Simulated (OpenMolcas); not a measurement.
# How basis sets differ on C3H6O (oxetane)

The species is C3H6O (10 atoms), meant as a singlet with charge 0. SMILES: `C1COC1`. The shape is that of a PBE0-D4/def2-TZVP optimisation.

Quantity: the dipole moment, in D. The values are calculated.

**What was measured.** NIST CCCBDB gives the dipole moment of the gas as 1.94 D.

| level | kind | program | value (D) | computed − measured | CPU time |
| --- | --- | --- | --- | --- | --- |
| KT2/def2-SVP | GGA | OpenMolcas | 1.82 | -0.12 | 9.3 s |
| KT2/def2-SVPD | GGA | OpenMolcas | 1.88 | -0.06 | 29 s |
| KT2/def2-TZVP (RICD fitting) | GGA | OpenMolcas | 1.79 | -0.15 | 19 s |
| KT2/def2-TZVPD (RICD fitting) | GGA | OpenMolcas | 1.81 | -0.13 | 33 s |

Nearest: KT2/def2-SVPD (-0.06 D); farthest: KT2/def2-TZVP (RICD fitting) (-0.15 D). The measured dipole is a vibrational average, so differences of a few hundredths of a debye mean little. CPU times are rough (shared hosts, several kinds of processor): they show what a rung costs within a factor of a few.

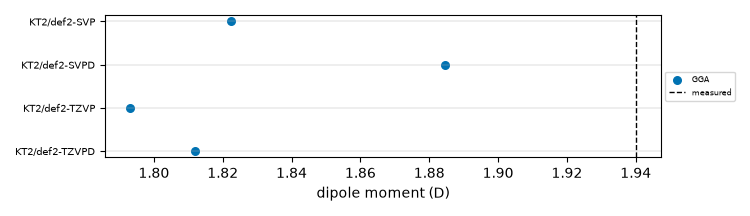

The values of the table, level by level.
